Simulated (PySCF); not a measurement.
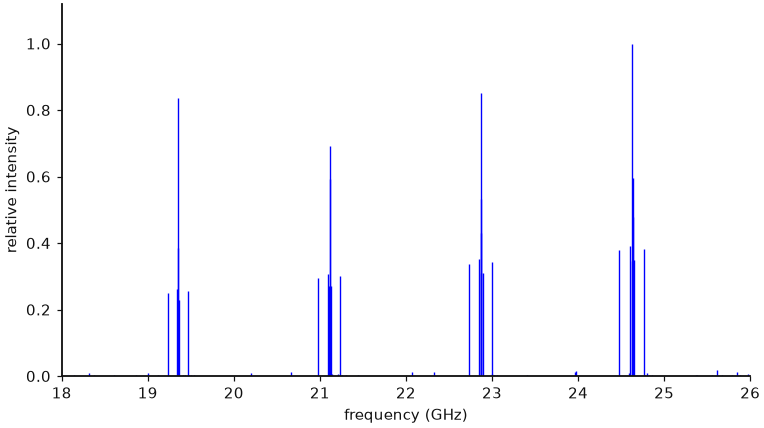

Simulated rotational absorption lines between 18 and 26 GHz at 10 K: rigid rotor with the equilibrium constants and dipole of one optimised conformer (PBE0-D3(BJ)/def2-SVP, PySCF), commonest isotopes; no centrifugal distortion, hyperfine structure, internal rotation or nuclear-spin weights; lines within 1 MHz of each other are summed.

Which molecule gives this spectrum?
A. C₅H₁₀OSi, SMILES CO/C=C\[C@@H]1C[SiH2]1
B. C₆H₁₂FP, SMILES C[C@@H]1CPCC[C@H]1F
C. C₅H₂BrClO₂, SMILES O=C(Br)c1ccc(Cl)o1
D. C₄H₁₆Ge₃, SMILES C[C](C)(C)[GeH2][GeH2][GeH3], singlet

Answer. Option A. Rotational constants A, B, C = 6.179, 0.8902, 0.8691 GHz, |μa|, |μb|, |μc| = 1.36, 0.36, 0.13 D.

Known limits of this run: coarse grid, loose stop and no frequency check, small forces are noise and the end may be a saddle.
